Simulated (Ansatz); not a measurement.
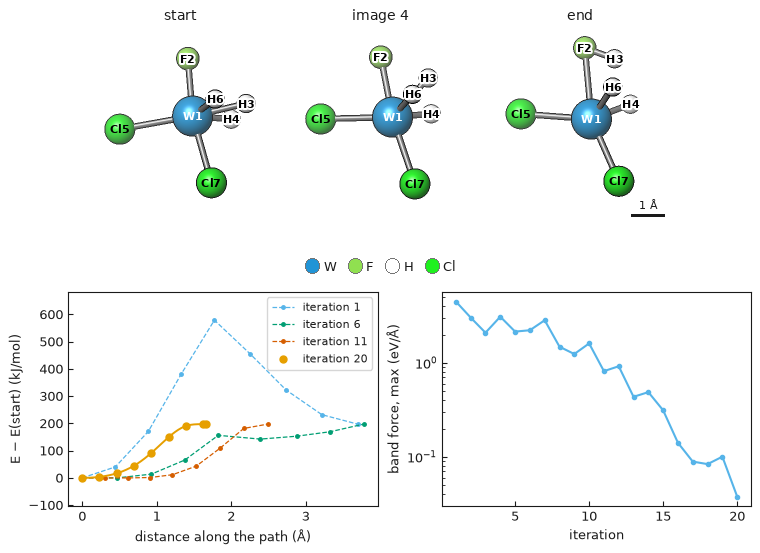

A nudged-elastic-band calculation for WH$_{3}$Cl$_{2}$F. Images are numbered from 0 (start) to 8 (end). The plot follows the band through its iterations. A ball-and-stick model, seen at a tilt.

All numbers below come from RKS PBE/def2-SVP in Ansatz. Set-up: 7 movable images; climbing image; force threshold 0.05 eV/Å; iteration limit 60; starting path through a guess of the saddle point.

Q: Judge this run.

A: The run is converged, with reservations. The band converged in 20 iterations. The largest component of the band force went from 4.5 to 0.038 eV/Å. The first iteration put the highest image at 578.7 kJ/mol. No barrier shows: the energy is highest at the end, and the end lies 197.1 kJ/mol above the start.
